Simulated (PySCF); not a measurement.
**r2SCAN/STO-6G run of NH3S (Thiohydroxylamine)**

Aim: the energy change on altering one bond length of NH3S (Thiohydroxylamine) at r2SCAN/STO-6G, from 2 runs. The job is set up through a Python script.

Program for the calculation: PySCF 2.14.0.

11 further runs of the same task are left out: 11 set aside as unsound or not needed.

**1. The molecule**

The species is NH3S (5 atoms), meant as a singlet with charge 0. As SMILES, `NS`. The shape is that of a GFN2-xTB optimisation. This is one conformer, not always the lowest.

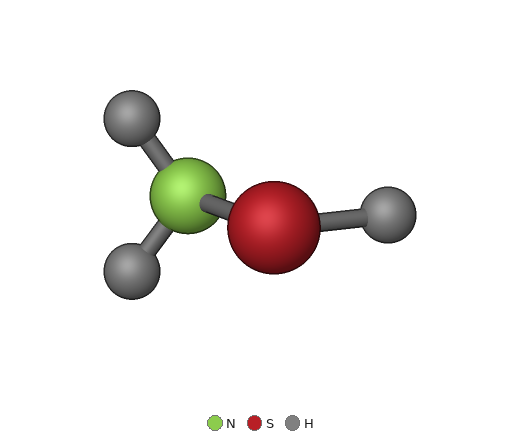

Viewed from a chosen angle; nitrogen green, sulfur red, hydrogen grey.

**2. The energy at r2SCAN/STO-6G**

File run.py:

```python
from pyscf import gto, dft

mol = gto.M(
    atom='''
N       -0.162760      -0.507400      -0.231700
S        0.168270       0.954370       0.610330
H        0.015040      -1.300690       0.375430
H       -1.135990      -0.524720      -0.519210
H        1.115440       1.378440      -0.234860
''',
    basis='sto-6g',
    verbose=3,
    max_memory=1860,
    spin=0,
)

mf = dft.RKS(mol)
mf.xc = 'r2scan'
mf.conv_tol = 1e-10
mf.grids.level = 5
mf.kernel()
if not mf.converged:
    mf = mf.newton().run(mf.mo_coeff, mf.mo_occ)

energy = mf.e_tot
print('E(%s) = %.9f' % ('R2SCAN', energy))
```

Started as:

```bash
OMP_NUM_THREADS=1 python run.py
```

The log of the run:

```text
converged SCF energy = -453.069645733473
E(R2SCAN) = -453.069645733
```

It took 3.3 s on 1 thread of Intel Xeon Platinum 8488C (Sapphire Rapids), shared host; peak memory 0.19 GiB.

**3. The distorted shape**

File job.py:

```python
from pyscf import gto, dft

mol = gto.M(
    atom='''
N       -0.636346      -0.719435       0.190896
S       -0.305316       0.742335       1.032926
H       -0.458546      -1.512725       0.798026
H       -1.609576      -0.736755      -0.096614
H        1.115440       1.378440      -0.234860
''',
    charge=0,
    basis='sto-6g',
    max_memory=1860,
    verbose=3,
)

mf = dft.RKS(mol, xc='r2scan')
mf.grids.level = 5
mf.conv_tol = 1e-10
mf.kernel()
if not mf.converged:
    mf = mf.newton().run(mf.mo_coeff, mf.mo_occ)

e_final = mf.e_tot
print('E = %.10f Eh' % e_final)
```

Started as:

```bash
OMP_NUM_THREADS=1 python job.py
```

The log of the run:

```text
converged SCF energy = -452.982116659487
E = -452.9821166595 Eh
```

Run time: 3.6 s. Hardware: 1 thread of Intel Xeon Platinum 8488C (Sapphire Rapids), shared host; peak memory 0.19 GiB.

**4. What came out**

At r2SCAN/STO-6G:

| quantity | value |
| --- | --- |
| first shape: total energy | -453.06965 Eh |
| first shape: dipole moment | 0.85 D |
| first shape: HOMO energy | -2.47 eV |
| first shape: LUMO energy | 5.12 eV |
| first shape: HOMO–LUMO gap | 7.59 eV |
| distorted shape: total energy | -452.98212 Eh |
| distorted shape: dipole moment | 1.94 D |
| distorted shape: HOMO energy | -2.29 eV |
| distorted shape: LUMO energy | 0.83 eV |
| distorted shape: HOMO–LUMO gap | 3.12 eV |
| energy change with the S2–H5 bond stretched from 1.338 to 2.008 Å | 2.382 eV |

**Reading.** One bond (distorted shape) is far stretched, which a spin-restricted single reference describes badly; a broken-symmetry solution may lie lower. With the S2–H5 bond stretched from 1.338 to 2.008 Å the energy rises by 2.38 eV (230 kJ/mol). The first shape isn't relaxed at this level, so the change isn't measured from a minimum. A restricted reference can't describe the breaking bond well at this length. The minimal basis adds a large error of its own.
